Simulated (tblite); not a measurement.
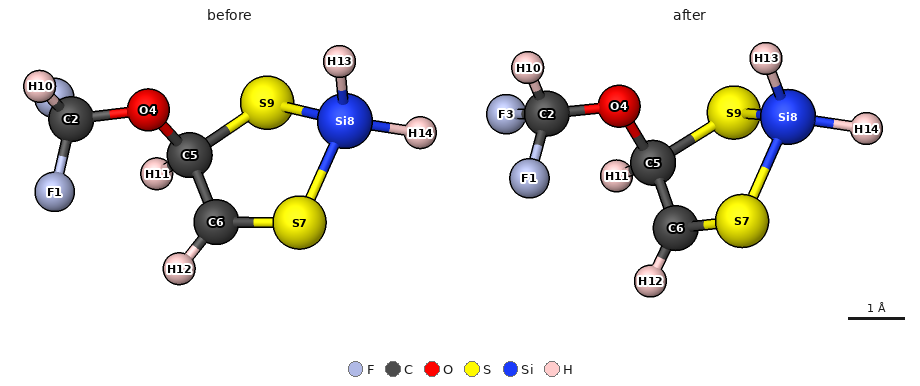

The structure of C₃H₅F₂OS₂Si (multiplicity 2) before (left) and after (right) a relaxation, at one scale.

Style: ball-and-stick. Shown at a tilt.

Level of theory: GFN2-xTB geometry optimisation, gas phase in tblite 0.8.0. 

### What changed between the two?

The largest move after the best rigid fit is that of F1, 0.74 Å. Largest moves by element: F 0.74 Å, H 0.61 Å, C 0.34 Å, O 0.33 Å, S 0.33 Å, Si 0.33 Å. Some distances before and after: C2–O4 1.416 → 1.333 Å, O4–C5 1.404 → 1.458 Å, C5–C6 1.503 → 1.453 Å, S7–Si8 2.145 → 2.187 Å. Among the angles between lasting bonds that change: O4–C5–S9 109.9° → 101.6°, C5–S9–Si8 98.4° → 90.9°, F1–C2–O4 108.6° → 113.0°. After 107 geometry steps the energy has fallen by 32.2 kJ/mol. The run took 1 s on 1 thread of Arm Neoverse V1, with other jobs on the host.
